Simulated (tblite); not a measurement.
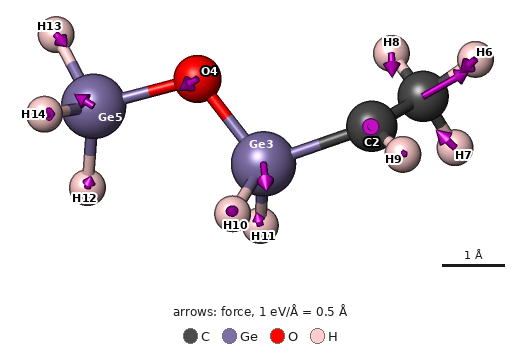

Starting geometry of C2H9Ge2O (multiplicity 2) with the computed forces as purple arrows. The picture is a ball-and-stick view, seen from a free direction.

Method: tblite, GFN2-xTB geometry optimisation, gas phase. 

> Is this structure relaxed? If not, where do the atoms go?

It isn't relaxed: the largest force vector, on a C atom, is 1.83 eV/Å. The final displacements have little in common with the starting forces (cosine between the two patterns 0.22). The atom that moves furthest after the best rigid fit is an H atom (2.02 Å). By element the largest moves are H 2.02 Å, O 1.63 Å, Ge 0.93 Å, C 0.76 Å. Some distances before and after: Ge–H 1.556 → 1.505 Å, Ge–H 1.544 → 1.496 Å, Ge–O 1.777 → 1.730 Å, C–H 1.129 → 1.094 Å. Bond angles that change, for instance: Ge–O–Ge 113.9° → 141.3°, O–Ge–H 112.9° → 99.1°, O–Ge–H 111.8° → 103.0°. Groups turn about Ge–O by about 140°, Ge–O by about 135°. After 115 geometry steps the energy has fallen by 0.513 eV.
